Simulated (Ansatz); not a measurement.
## Ti, response to strain

Base system: Ti in the hcp (Mg type) structure (space group P6_3/mmc, No. 194; a = 2.9359 Å, c = 4.6364 Å). Axes: x lies along a and z along c of the hexagonal cell.

Strains are applied to the cell and any free atomic positions relax; under biaxial strain the out-of-plane vector relaxes too.

All numbers come from Kohn–Sham DFT with the r2SCAN functional, run in Ansatz (a quantum-chemistry and plane-wave program) with PAW and 500 eV plane waves, no spin-orbit coupling.

Notes on the quantities. pressure: mean of the normal stresses, compression positive.

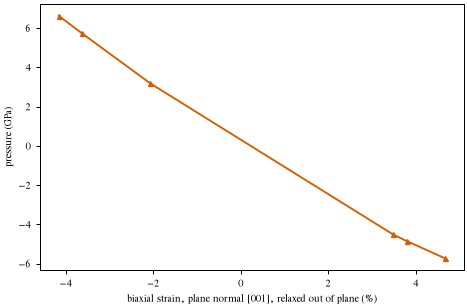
*Pressure against biaxial strain, plane normal [001], relaxed out of plane*

```csv
"biaxial strain, plane normal [001], relaxed out of plane (%)",pressure
-4.16,6.6 GPa
-3.64,5.7 GPa
-2.07,3.2 GPa
3.48,-4.5 GPa
3.79,-4.9 GPa
4.66,-5.7 GPa
```

Without a gap, meshes like the base's 18×18×10 leave anisotropic stresses uncertain by several tenths of a GPa, and small strain energies with them. Stability against distortions was not tested. All final runs are without spin polarisation.
